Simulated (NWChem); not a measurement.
**C3H5NO (methoxyacetonitrile) at BP86/LANL2DZ**

What is the electronic atomisation energy of C3H5NO (methoxyacetonitrile) at BP86/LANL2DZ? 

Program for the calculation: NWChem 7.3.0.

### 1 The structure to begin with

C3H5NO: 10 atoms, total charge 0, spin state singlet. SMILES: `COCC#N`. Geometry: relaxed at PBE0-D4/def2-TZVP.

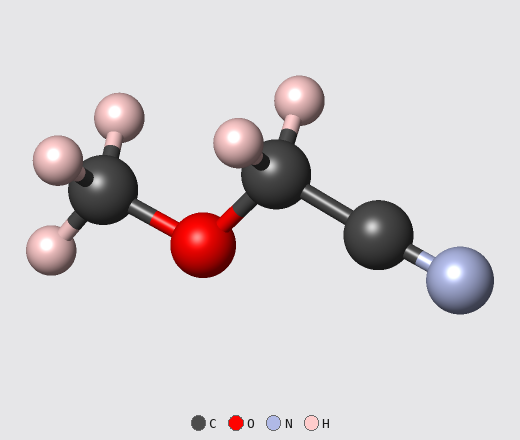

The structure, seen from a chosen angle (carbon dark grey, oxygen red, nitrogen light blue, hydrogen pink).

### 2 The energy at BP86/LANL2DZ (run 1)

File c3h5no.nw:

```
start c3h5no
title "C3H5NO"
memory total 2200 mb

geometry noautosym nocenter noautoz
  C     0.002500   -0.162100   -1.509400
  O     0.669600   -0.111300   -0.272700
  C    -0.217300    0.116000    0.780100
  C     0.518300    0.160200    2.039200
  N     1.066300    0.200800    3.047400
  H    -0.510800    0.783800   -1.727000
  H     0.758500   -0.341100   -2.272200
  H    -0.733400   -0.976600   -1.534700
  H    -0.975100   -0.679200    0.851800
  H    -0.753400    1.070000    0.660800
end

basis spherical bse
  * library LANL2DZ
end

dft
  xc becke88 perdew86
  mult 1
  grid fine
  convergence energy 1e-08
  maxiter 100
  mulliken
  print low
end

task dft energy
```

The run is started by

```
$ nwchem c3h5no.nw > c3h5no.out
```

Standard output:

```text
Northwest Computational Chemistry Package (NWChem) 7.3.0
             --------------------------------------------------------

           Job information
           ---------------

    nwchem branch   = 7.3.0
    use scalapack   = T
    input           = c3h5no.nw
    prefix          = c3h5no.
    data base       = ./c3h5no.db
    status          = startup
    nproc           =        1

           Memory information
           ------------------

    heap     =     72089598 doubles =      550.0 Mbytes
    stack    =     72089595 doubles =      550.0 Mbytes
    global   =    144179200 doubles =     1100.0 Mbytes (distinct from heap & stack)
    total    =    288358393 doubles =     2200.0 Mbytes
    verify   = yes
    hardfail = no

           Directory information
           ---------------------

  0 permanent = .
  0 scratch   = .

                                NWChem Input Module
                                -------------------

                                      C3H5NO
                                      ------

[... 26 lines left out ...]
            Nuclear Dipole moment (a.u.)
[... 98 lines left out ...]
   convergence    iter        energy       DeltaE   RMS-Dens  Diis-err    time
[... 14 lines left out ...]
         Total DFT energy =     -247.210657996959
      One electron energy =     -646.656494052092
           Coulomb energy =      275.088606641673
    Exchange-Corr. energy =      -33.582828993267
 Nuclear repulsion energy =      157.940058406727

 Numeric. integr. density =       37.999999965156

     Total iterative time =     10.1s

     ---------------------------------------------
      Total Density - Mulliken Population Analysis
     ---------------------------------------------

    Atom       Charge   Shell Charges
 -----------   ------   -------------------------------------------------------
    1 C    6     6.50   2.00  0.74  0.65  2.67  0.44
    2 O    8     8.23   2.00  0.93  0.88  3.47  0.95
    3 C    6     6.27   2.00  0.73  0.61  2.66  0.27
[... 6 lines of this table left out ...]
   10 H    1     0.78   0.51  0.26

     -------------------------------------------
      Total Density - Lowdin Population Analysis
     -------------------------------------------

    Atom       Charge   Shell Charges
 -----------   ------   -------------------------------------------------------
    1 C    6     6.16   1.99  0.59  0.41  2.37  0.80
    2 O    8     8.30   1.99  0.87  0.67  3.28  1.48
    3 C    6     6.05   1.99  0.58  0.38  2.37  0.74
[... 6 lines of this table left out ...]
   10 H    1     0.86   0.51  0.35

 Task  times  cpu:       10.4s     wall:       10.4s
 Total times  cpu:       10.4s     wall:       10.4s
```

Wall time 11 s (1 thread of Intel Xeon Platinum 8488C (Sapphire Rapids), shared host); peak memory 0.12 GiB.

### 3 The C atom, same level (run 2)

File sp.nw:

```
start sp
title "C BP86"
memory 2200 mb

geometry units angstrom noautosym nocenter noautoz
 C        0.000000       0.000000       0.000000
end

basis "ao basis" spherical bse
 C library LANL2DZ
end

dft
 xc becke88 perdew86
 mult 3
 grid fine
 convergence energy 1e-08
 maxiter 100
 mulliken
 noprint "final vectors analysis"
end

task dft energy
```

Run the same way, it converges to -37.84032 Eh (log not shown).

Run 3 isn't shown in full; the table further down has it.

### 4 The N atom at the same level (run 4)

File geom.nw:

```
start geom
memory total 2200 mb

geometry units angstrom noautosym nocenter noautoz
N      0.000000     0.000000     0.000000
end

basis spherical bse
* library LANL2DZ
end

dft
xc becke88 perdew86
mult 4
grid fine
convergence energy 1e-08
iterations 100
mulliken
noprint "final vectors analysis"
end

task dft energy
```

Run the same way, it converges to -54.58483 Eh (log not shown).

### 5 The O atom, same level (run 5)

File o.nw:

```
start o
memory total 2200 mb
geometry noautosym nocenter noautoz
 O      0.000000     0.000000     0.000000
end
basis spherical bse
 * library LANL2DZ
end
dft
 xc becke88 perdew86
 mult 3
 grid fine
 convergence energy 1e-08
 maxiter 100
 mulliken
 print low
end
task dft energy
```

Run the same way, it converges to -75.07121 Eh (log not shown).

### 6 All runs side by side

```csv
run,level,partner,energy (Eh),wall time
1,BP86/LANL2DZ,base,-247.210658,11 s
2,UBP86/LANL2DZ,atoms,-37.840320,0.83 s
3,UBP86/LANL2DZ,atoms,-0.496713,0.69 s
4,UBP86/LANL2DZ,atoms,-54.584833,0.79 s
5,UBP86/LANL2DZ,atoms,-75.071210,0.7 s
```

### 7 What came out

Level: BP86/LANL2DZ.

```
                     quantity         value
         O atom: total energy  -75.07121 Eh
                 O atom: ⟨S²⟩         2.001
electronic atomisation energy     42.180 eV
```

Taking the molecule apart into free atoms costs 42.18 eV (973 kcal/mol), before zero-point energy and without spin-orbit coupling. All runs together took 14 s, the longest 11 s.
